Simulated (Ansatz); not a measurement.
**SiH3OF (SMILES O[SiH2]F): PBE0/STO-3G**

What is the electronic atomisation energy of SiH3OF at PBE0/STO-3G? 

The calculation is run with Ansatz 0.2.0.

71 further runs of the same task are left out: 10 that didn't finish, 61 set aside as unsound or not needed.

## 1. The molecule

SiH3OF: 6 atoms, total charge 0, spin state singlet. SMILES: `O[SiH2]F`. The shape is that of a PBE0-D4/def2-TZVP optimisation. This is one conformer, not always the lowest.

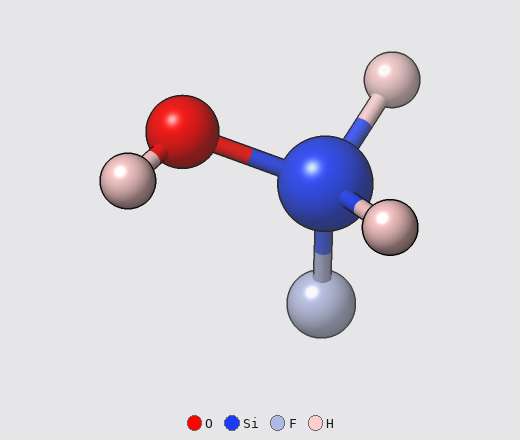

Viewed from a chosen angle; oxygen red, silicon blue, fluorine light blue, hydrogen pink.

## 2. A single-point energy at PBE0/STO-3G

molecule.yaml reads:

```yaml
crystal:
  periodic: [false, false, false]
  atoms:
    - {symbol: O, position_ang: [-0.853500, -0.209200, -0.924100]}
    - {symbol: Si, position_ang: [0.378300, -0.009300, 0.123900]}
    - {symbol: F, position_ang: [0.180800, -0.922800, 1.417800]}
    - {symbol: H, position_ang: [-1.714200, 0.150200, -0.705600]}
    - {symbol: H, position_ang: [1.595600, -0.458500, -0.575800]}
    - {symbol: H, position_ang: [0.455100, 1.385600, 0.617600]}
basis:
  gaussian: {orbitals: STO-3G}
magnetization: {spin_polarized: false, initial_magnetization: 0}
hamiltonian: {xc: pbe0}
accuracy: high
```

Started as:

```sh
$ ansatz run molecule.yaml --threads 1 --pin off --max-ram 2610MiB --events-out events.jsonl --progress --plain --runs-dir runs
```

The program printed:

```text
Warning: RAYON_NUM_THREADS=1 ignored (pool sized by the plan → 1); use --threads N
Functional definition: PBE0
  name "PBE0"
  parameter a = 0.25
  parameter kappa = 0.804
  parameter beta = 0.06672455060314922
  exchange = (1 - a)*pbe_x(kappa = kappa, mu = beta*pi^2/3) + a*exact_x
  correlation = pbe_c(beta = beta)
413 factors; integrals over basis functions are off by at most 3.1e-8 eV
mean field evaluation 1: about -12521.4346 eV, gradient 2.5e1 eV
mean field evaluation 2: about -12522.2383 eV, gradient 2.1e1 eV
mean field evaluation 4: about -12523.6094 eV, gradient 4.3e-1 eV
mean field evaluation 8: about -12523.5974 eV, gradient 1.8e-3 eV
mean field evaluation 16: about -12523.5974 eV, gradient 5.0e-8 eV
mean field -12523.59741271 eV, -460.2337161180 hartree, gradient 5.0e-8 eV, S^2 0.000000; 0 other end points of the search recorded, 0 dependent functions left out
reference -12523.59741403 eV, -460.2337161665 hartree; 17, 17 occupied and 5, 5 virtual orbitals, 413 factors
Total energy: -12523.59741403 eV, -460.2337161665 hartree
```

Wall time 1.4 s (1 thread of Arm Neoverse V1, shared host); peak memory 0.099 GiB.

## 3. The F atom

molecule.yaml reads:

```yaml
crystal:
  periodic: [false, false, false]
  atoms:
    - {symbol: F, position_ang: [0.000000, 0.000000, 0.000000]}
basis:
  gaussian: {orbitals: STO-3G}
magnetization: {spin_polarized: true, initial_magnetization: 1}
hamiltonian: {xc: pbe0}
accuracy: high
```

Run the same way, it converges to -98.20282 Eh (log not shown).

## 4. The H atom at the same level

input.yaml reads:

```yaml
crystal:
  periodic: [false, false, false]
  atoms:
    - {symbol: H, position_ang: [0.000000, 0.000000, 0.000000]}
basis:
  gaussian: {orbitals: STO-3G}
magnetization: {spin_polarized: true, initial_magnetization: 1}
hamiltonian: {xc: pbe0}
accuracy: high
```

Run the same way, it converges to -0.46651 Eh (log not shown).

## 5. The O atom at the same level

run.yaml reads:

```yaml
crystal:
  periodic: [false, false, false]
  atoms:
    - {symbol: O, position_ang: [0.000000, 0.000000, 0.000000]}
basis:
  gaussian: {orbitals: STO-3G}
magnetization: {spin_polarized: true, initial_magnetization: 2}
hamiltonian: {xc: {name: PBE0}}
accuracy: high
```

Started as:

```sh
$ ansatz run run.yaml --threads 1 --pin off --max-ram 2610MiB --events-out events.jsonl --progress --plain --runs-dir runs
```

The program printed (excerpt; [...] marks lines left out):

```text
Warning: RAYON_NUM_THREADS=1 ignored (pool sized by the plan → 1); use --threads N
[... 7 set-up lines as earlier in the session ...]
15 factors; integrals over basis functions are off by at most 1.1e-9 eV
mean field evaluation 1: about -2013.0005 eV, gradient 2.2e-12 eV
mean field evaluation 2: about -2013.0012 eV, gradient 1.9e-11 eV
mean field -2013.00119857 eV, -73.9764295864 hartree, gradient 0.0e0 eV, S^2 2.000000; 0 other end points of the search recorded, 0 dependent functions left out
reference -2013.00119893 eV, -73.9764295996 hartree; 5, 3 occupied and 0, 2 virtual orbitals, 15 factors
Total energy: -2013.00119893 eV, -73.9764295996 hartree
```

It took 0.16 s on 1 thread of Arm Neoverse V1, shared host.

## 6. The Si atom

job.yaml reads:

```yaml
crystal:
  periodic: [false, false, false]
  atoms:
    - {symbol: Si, position_ang: [0.000000, 0.000000, 0.000000]}
basis:
  gaussian:
    orbitals: STO-3G
magnetization:
  spin_polarized: true
  initial_magnetization: 2
hamiltonian:
  xc: {name: PBE0}
accuracy: high
```

Run the same way, it converges to -285.82313 Eh (log not shown).

## 7. Outcome

Level: PBE0/STO-3G.

| quantity | value |
| --- | --- |
| molecule: total energy | -460.23372 Eh |
| F atom: total energy | -98.20282 Eh |
| F atom: ⟨S²⟩ | 0.750 |
| H atom: total energy | -0.46651 Eh |
| H atom: ⟨S²⟩ | 0.750 |
| O atom: total energy | -73.97643 Eh |
| O atom: ⟨S²⟩ | 2.000 |
| Si atom: total energy | -285.82313 Eh |
| Si atom: ⟨S²⟩ | 2.000 |
| electronic atomisation energy | 22.635 eV |

**Reading.** Taking the molecule apart into free atoms costs 22.63 eV (522 kcal/mol), before zero-point energy and without spin-orbit coupling. In a minimal basis such a difference can be off by several eV, whatever the method.
